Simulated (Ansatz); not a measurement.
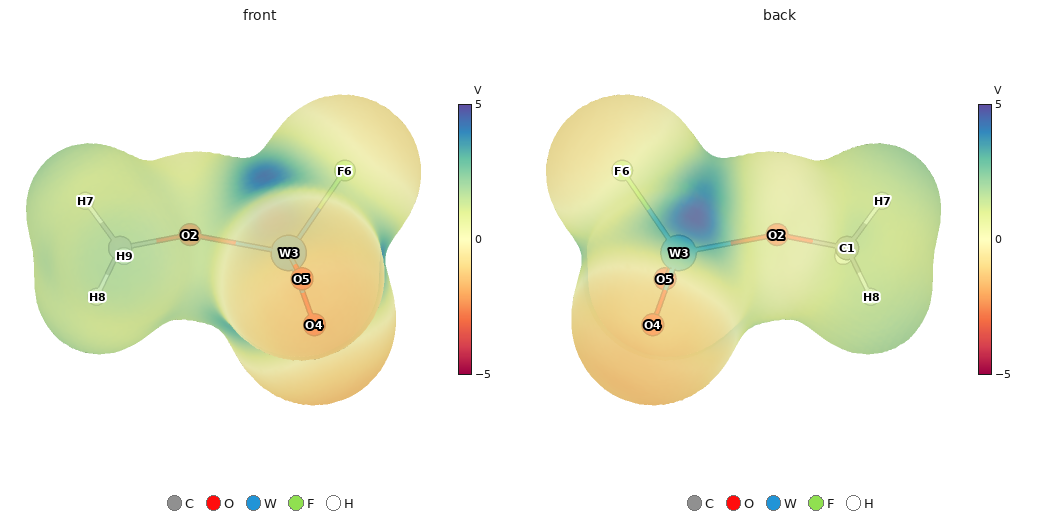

*CH₃FO₃W (SMILES C[O][W](=[O])(=[O])[F]). The electrostatic potential painted on the density surface at 0.004 e/bohr³, seen from the front and from behind; red is negative and blue positive.*

Geometry: PBE0-D4/def2-TZVP; core potentials replace the inner electrons of W.

Level of theory: RKS PBE0-D4/def2-TZVPP in Ansatz.

The calculation's input:

```
crystal:
  periodic: [false, false, false]
  atoms:
    - {symbol: C, position_ang: [0.112470, -1.316589, 0.894926]}
    - {symbol: O, position_ang: [-0.452026, -0.125103, 0.395648]}
    - {symbol: W, position_ang: [-0.168220, 1.241476, -0.812141]}
    - {symbol: O, position_ang: [-1.041093, 0.918134, -2.238160]}
    - {symbol: O, position_ang: [1.482008, 1.269798, -1.224283]}
    - {symbol: F, position_ang: [-0.684197, 2.883837, -0.102480]}
    - {symbol: H, position_ang: [-0.171039, -1.416443, 1.943811]}
    - {symbol: H, position_ang: [-0.279144, -2.166252, 0.332095]}
    - {symbol: H, position_ang: [1.201240, -1.288858, 0.810583]}
basis:
  gaussian: {orbitals: def2-TZVPP}
hamiltonian: {xc: pbe0, dispersion: d4}
output: {orbitals: {seedname: orbitals}}
```

Run with:

```sh
ansatz run in.yaml --threads 4 --pin off --events-out ev --progress --plain --max-ram 10444MiB
```

> Which sites attract a positive test charge, and which a negative one?

A positive charge is drawn to the negative regions and a negative charge to the positive ones. The most negative region (about −1.5 V) lies over O4, the most positive (about +4.3 V) over W3. O4 is the likeliest acceptor of a hydrogen bond.
